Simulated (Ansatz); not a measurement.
# Geometry relaxation of C2H5NOSi (part 1 of 2)

The run: geometry relaxation of C2H5NOSi. Method and program: RKS CAM-B3LYP/def2-SVP (Ansatz 0.2.0).

It belongs to a series of runs on one base structure; here: end point B relaxed. Figures and captions count atoms from 1; the log counts them from 0 in places.

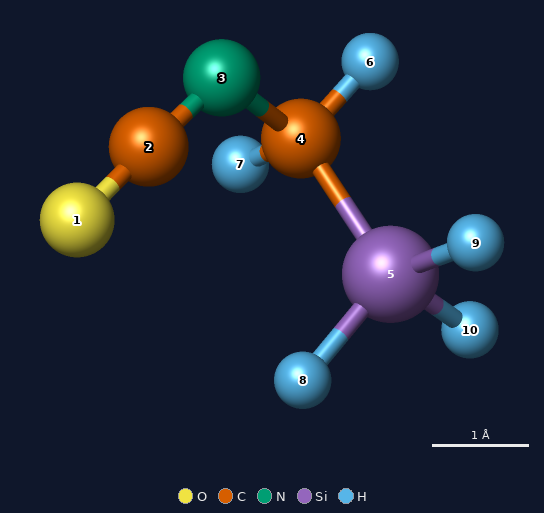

Fig. 1: The starting structure (ball-and-stick view, seen at a tilt; atoms are numbered from 1 in the order of the input). Bond lengths as drawn: C–H 1.07 to 1.12 Å, C–N 1.16 to 1.55 Å, C–O 1.19 Å, C–Si 1.82 Å and H–Si 1.47 to 1.51 Å.

### The input
```yaml
crystal:
  periodic: [false, false, false]
  atoms:
    - { symbol: O, position_ang: [-1.8247, -2.8384, -0.5258] }
    - { symbol: C, position_ang: [-1.4303, -1.8212, -0.059] }
    - { symbol: "N", position_ang: [-1.0039, -0.8412, 0.3956] }
    - { symbol: C, position_ang: [0.1679, -0.2199, -0.4075] }
    - { symbol: Si, position_ang: [1.53658, -1.42343, -0.49248] }
    - { symbol: H, position_ang: [0.49551, 0.66024, 0.21119] }
    - { symbol: H, position_ang: [-0.16231, 0.09313, -1.3722] }
    - { symbol: H, position_ang: [1.15191, -2.63834, -1.29428] }
    - { symbol: H, position_ang: [2.01932, -1.91421, 0.85084] }
    - { symbol: H, position_ang: [2.6746, -0.83042, -1.20503] }
basis:
  gaussian: { orbitals: def2-SVP }
hamiltonian:
  xc: cam_b3lyp
relax:
  f_tol: 0.015
  max_steps: 40
output:
  orbitals: {}
```

Machine: 2 threads of Intel Xeon @ 2.50GHz (Skylake/Cascade Lake), 16 GiB of memory available, shared host.

Launch command:
```bash
ansatz run input.yaml --threads 2 --pin off --max-ram 3072MiB --backend cpu --events-out ev --progress --plain --runs-dir out
```

### Log
```
The last accepted step is kept in [file] (removed where the run ends without a failure and the disk answers)
Engine: ansatz 0.2.0, x86_64-unknown-linux-gnu
Functional definition: CAM-B3LYP
  parameter alpha = 0.19
  parameter beta = 0.46
  parameter omega = 0.33/bohr
  parameter ac = 0.81
  exchange = (1 - alpha - beta)*b88_x + beta*b88_x_sr(omega) + alpha*exact_x + beta*exact_x_lr(omega)
  correlation = (1 - ac)*vwn5_c + ac*lyp_c
1075 factors; integrals over basis functions are off by at most 4.1e-4 eV
353 factors; integrals over basis functions are off by at most 1.1e-6 eV
mean field evaluation 1: about -13556.0740 eV, gradient 4.4e1 eV
mean field evaluation 2: about -13555.2566 eV, gradient 5.1e1 eV
mean field evaluation 4: about -13559.7365 eV, gradient 3.0e0 eV
mean field evaluation 8: about -13559.7845 eV, gradient 3.7e-2 eV
mean field evaluation 16: about -13559.7845 eV, gradient 5.9e-5 eV
mean field -13559.78454635 eV, -498.3128909264 hartree, gradient 5.9e-5 eV, S^2 0.000000; 0 other end points of the search recorded, 0 dependent functions left out
the calculation of the forces begins
reference -13559.78466371 eV, -498.3128952390 hartree; 23, 23 occupied and 76, 76 virtual orbitals, 1075 factors
relax step   1: F+E_penalty+E_count = -13559.78454635 eV  Δ(F+E_penalty+E_count) = +0.000e0 eV  max|allowed force component| = 6.653e0 eV/Å  Δτ_max = 0.0000 Å  (27 SCF iters, accepted)
these checks for a lower state are left out or cut short: starts, cluster_reference, orbital_swaps, neighbouring_geometries, increment
1075 factors; integrals over basis functions are off by at most 3.9e-4 eV
353 factors; integrals over basis functions are off by at most 1.3e-6 eV
mean field -13560.22708967 eV, -498.3291540935 hartree, gradient 1.1e-5 eV, S^2 0.000000; 0 other end points of the search recorded, 0 dependent functions left out
the calculation of the forces begins
reference -13560.22720695 eV, -498.3291584034 hartree; 23, 23 occupied and 76, 76 virtual orbitals, 1075 factors
relax step   2: F+E_penalty+E_count = -13560.22708967 eV  Δ(F+E_penalty+E_count) = -4.425e-1 eV  max|allowed force component| = 1.292e0 eV/Å  Δτ_max = 0.1929 Å  (33 SCF iters, accepted)
these checks for a lower state are left out or cut short: starts, cluster_reference, orbital_swaps, neighbouring_geometries, increment
1075 factors; integrals over basis functions are off by at most 4.7e-4 eV
353 factors; integrals over basis functions are off by at most 1.3e-6 eV
mean field -13560.34699383 eV, -498.3335604898 hartree, gradient 1.1e-5 eV, S^2 0.000000; 0 other end points of the search recorded, 0 dependent functions left out
the calculation of the forces begins
reference -13560.34711224 eV, -498.3335648414 hartree; 23, 23 occupied and 76, 76 virtual orbitals, 1075 factors
relax step   3: F+E_penalty+E_count = -13560.34699383 eV  Δ(F+E_penalty+E_count) = -1.199e-1 eV  max|allowed force component| = 1.154e0 eV/Å  Δτ_max = 0.1688 Å  (33 SCF iters, accepted)
these checks for a lower state are left out or cut short: starts, cluster_reference, orbital_swaps, neighbouring_geometries, increment
1075 factors; integrals over basis functions are off by at most 5.1e-4 eV
353 factors; integrals over basis functions are off by at most 1.4e-6 eV
mean field evaluation 32: about -13560.3976 eV, gradient 3.6e-1 eV
mean field -13560.42588104 eV, -498.3364595414 hartree, gradient 2.0e-5 eV, S^2 0.000000; 0 other end points of the search recorded, 0 dependent functions left out
the calculation of the forces begins
reference -13560.42599924 eV, -498.3364638851 hartree; 23, 23 occupied and 76, 76 virtual orbitals, 1075 factors
relax step   4: F+E_penalty+E_count = -13560.42588104 eV  Δ(F+E_penalty+E_count) = -7.889e-2 eV  max|allowed force component| = 1.209e0 eV/Å  Δτ_max = 0.1764 Å  (33 SCF iters, accepted)
these checks for a lower state are left out or cut short: starts, cluster_reference, orbital_swaps, neighbouring_geometries, increment
1075 factors; integrals over basis functions are off by at most 4.6e-4 eV
353 factors; integrals over basis functions are off by at most 1.6e-6 eV
mean field -13560.48178483 eV, -498.3385139676 hartree, gradient 9.3e-6 eV, S^2 0.000000; 0 other end points of the search recorded, 0 dependent functions left out
the calculation of the forces begins
reference -13560.48190368 eV, -498.3385183356 hartree; 23, 23 occupied and 76, 76 virtual orbitals, 1075 factors
relax step   5: F+E_penalty+E_count = -13560.48178483 eV  Δ(F+E_penalty+E_count) = -5.590e-2 eV  max|allowed force component| = 4.794e-1 eV/Å  Δτ_max = 0.2000 Å  (33 SCF iters, accepted)
these checks for a lower state are left out or cut short: starts, cluster_reference, orbital_swaps, neighbouring_geometries, increment
1075 factors; integrals over basis functions are off by at most 4.5e-4 eV
353 factors; integrals over basis functions are off by at most 1.6e-6 eV
mean field -13560.49557924 eV, -498.3390209032 hartree, gradient 9.5e-6 eV, S^2 0.000000; 0 other end points of the search recorded, 0 dependent functions left out
the calculation of the forces begins
reference -13560.49569790 eV, -498.3390252636 hartree; 23, 23 occupied and 76, 76 virtual orbitals, 1075 factors
relax step   6: F+E_penalty+E_count = -13560.49557924 eV  Δ(F+E_penalty+E_count) = -1.379e-2 eV  max|allowed force component| = 1.868e-1 eV/Å  Δτ_max = 0.0575 Å  (33 SCF iters, accepted)
these checks for a lower state are left out or cut short: starts, cluster_reference, orbital_swaps, neighbouring_geometries, increment
1075 factors; integrals over basis functions are off by at most 4.6e-4 eV
353 factors; integrals over basis functions are off by at most 1.6e-6 eV
mean field -13560.50000632 eV, -498.3391835952 hartree, gradient 9.9e-6 eV, S^2 0.000000; 0 other end points of the search recorded, 0 dependent functions left out
the calculation of the forces begins
reference -13560.50012498 eV, -498.3391879557 hartree; 23, 23 occupied and 76, 76 virtual orbitals, 1075 factors
relax step   7: F+E_penalty+E_count = -13560.50000632 eV  Δ(F+E_penalty+E_count) = -4.427e-3 eV  max|allowed force component| = 2.860e-1 eV/Å  Δτ_max = 0.0899 Å  (32 SCF iters, accepted)
these checks for a lower state are left out or cut short: starts, cluster_reference, orbital_swaps, neighbouring_geometries, increment
1075 factors; integrals over basis functions are off by at most 4.6e-4 eV
353 factors; integrals over basis functions are off by at most 1.7e-6 eV
mean field evaluation 64: about -13560.5076 eV, gradient 1.1e-5 eV
mean field -13560.50762258 eV, -498.3394634876 hartree, gradient 1.1e-5 eV, S^2 0.000000; 0 other end points of the search recorded, 0 dependent functions left out
the calculation of the forces begins
reference -13560.50774112 eV, -498.3394678440 hartree; 23, 23 occupied and 76, 76 virtual orbitals, 1075 factors
relax step   8: F+E_penalty+E_count = -13560.50762258 eV  Δ(F+E_penalty+E_count) = -7.616e-3 eV  max|allowed force component| = 1.509e-1 eV/Å  Δτ_max = 0.1103 Å  (33 SCF iters, accepted)
these checks for a lower state are left out or cut short: starts, cluster_reference, orbital_swaps, neighbouring_geometries, increment
1075 factors; integrals over basis functions are off by at most 4.6e-4 eV
353 factors; integrals over basis functions are off by at most 1.7e-6 eV
mean field -13560.50853602 eV, -498.3394970559 hartree, gradient 7.1e-6 eV, S^2 0.000000; 0 other end points of the search recorded, 0 dependent functions left out
the calculation of the forces begins
reference -13560.50865452 eV, -498.3395014107 hartree; 23, 23 occupied and 76, 76 virtual orbitals, 1075 factors
relax step   9: F+E_penalty+E_count = -13560.50853602 eV  Δ(F+E_penalty+E_count) = -9.134e-4 eV  max|allowed force component| = 6.079e-2 eV/Å  Δτ_max = 0.0261 Å  (32 SCF iters, accepted)
these checks for a lower state are left out or cut short: starts, cluster_reference, orbital_swaps, neighbouring_geometries, increment
1075 factors; integrals over basis functions are off by at most 4.6e-4 eV
353 factors; integrals over basis functions are off by at most 1.7e-6 eV
mean field -13560.50872926 eV, -498.3395041574 hartree, gradient 7.2e-6 eV, S^2 0.000000; 0 other end points of the search recorded, 0 dependent functions left out
the calculation of the forces begins
reference -13560.50884776 eV, -498.3395085121 hartree; 23, 23 occupied and 76, 76 virtual orbitals, 1075 factors
relax step  10: F+E_penalty+E_count = -13560.50872926 eV  Δ(F+E_penalty+E_count) = -1.932e-4 eV  max|allowed force component| = 1.442e-2 eV/Å  Δτ_max = 0.0137 Å  (34 SCF iters, accepted)
1075 factors; integrals over basis functions are off by at most 4.6e-4 eV
353 factors; integrals over basis functions are off by at most 1.7e-6 eV
mean field evaluation 96: about -13560.5087 eV, gradient 1.3e-5 eV
```

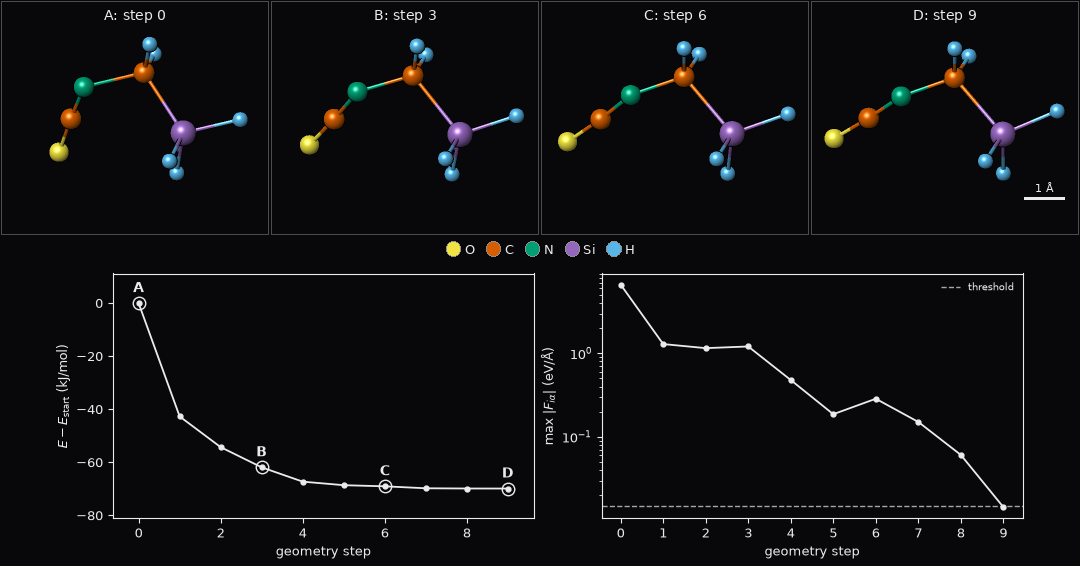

Fig. 2: Frames of the relaxation (ball-and-stick view, seen at a tilt) above the curves, on which the letters mark them (the first geometry is step 0 here and step 1 in the log).

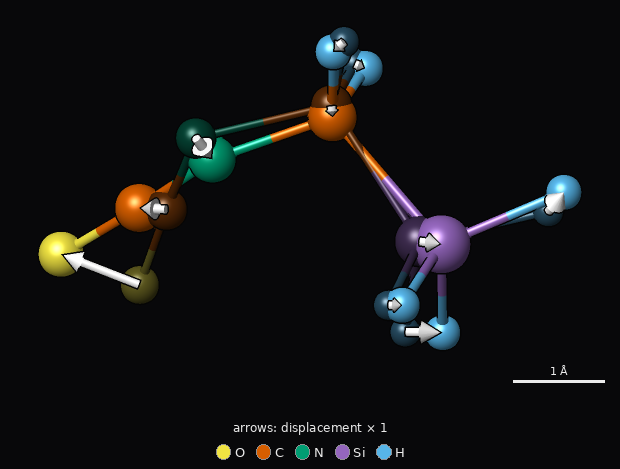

Fig. 3: Start (faint) and end (solid) with the displacements as white arrows, at true length (ball-and-stick view, seen at a tilt). The two geometries are laid on each other by the best rigid fit. After 9 geometry steps the energy has fallen by 69.9 kJ/mol. Largest force component: 6.7 eV/Å at the start, 0.014 eV/Å at the end. The atom that moves furthest after the best rigid fit is O1 (0.94 Å). By element the largest moves are O 0.94 Å, H 0.42 Å, N 0.40 Å, C 0.35 Å, Si 0.26 Å. Among the contacts that change: N3–C4 1.551 → 1.428 Å, C4–Si5 1.825 → 1.904 Å, C4–H7 1.067 → 1.104 Å, C2–N3 1.161 → 1.192 Å. Among the angles that change: C2–N3–C4 114.4° → 150.1°, H6–C4–H7 111.0° → 106.2°, N3–C4–H6 104.4° → 109.1°. (Atoms are counted from 1 in the order of the input.)
